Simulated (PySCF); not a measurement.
Si(H)(Me)(Et)(NH2), SMILES CC[SiH](C)N (C₃H₁₁NSi), singlet at its GFN2-xTB optimised geometry (Å):

```
16

Si     0.0782    -0.3018     0.0000
C     -0.7307     1.4268     0.0000
N      1.8071    -0.3018     0.0000
C     -0.4381    -1.2625    -1.5603
C     -1.9424    -1.4844    -1.6544
H     -0.3033    -1.0130     1.2287
H     -0.5297     1.9685    -0.9212
H     -0.3545     2.0309     0.8212
H     -1.8087     1.3654     0.1133
H      2.3028    -0.2108    -0.8716
H      2.2917     0.2070     0.7207
H      0.0639    -2.2303    -1.5667
H     -0.1043    -0.7370    -2.4573
H     -2.3028    -2.0309    -0.7859
H     -2.1994    -2.0557    -2.5457
H     -2.4696    -0.5341    -1.6989
```

Method: PBE0/def2-TZVP in PySCF.

Map of the electrostatic potential (hartree/e), clipped to [-0.08, 0.12] on the plane z = 1.2 Å:

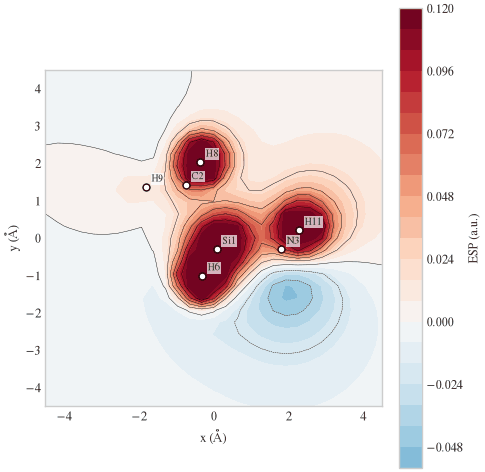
Figure. Electrostatic potential (hartree/e), clipped to [-0.08, 0.12] on the plane z = 1.2 Å.
